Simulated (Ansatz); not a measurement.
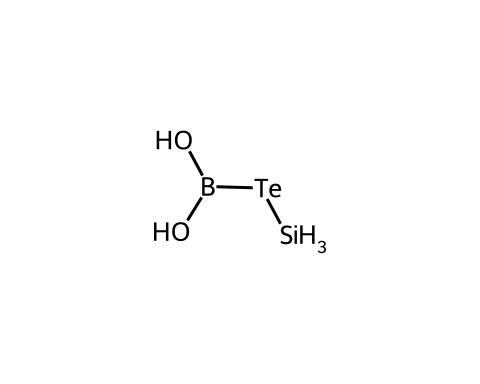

Structural formula above. Computed geometry: PBE0-D4/def2-TZVP optimisation. No frequency run is at hand to confirm it as a minimum.

Describe the 3D structure.

The molecule is BH5O2SiTe. Its SMILES string is `OB(O)[Te][SiH3]`. It has no ring. Among its groups: Si–H bond. This geometry has C1 symmetry. Coordination: 2 O bent; 1 B trigonal planar; 1 Te bent; 1 Si tetrahedral.

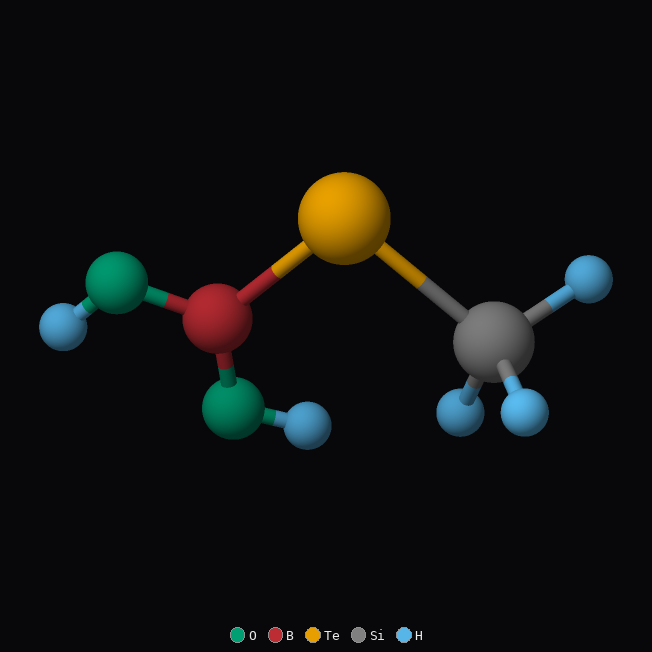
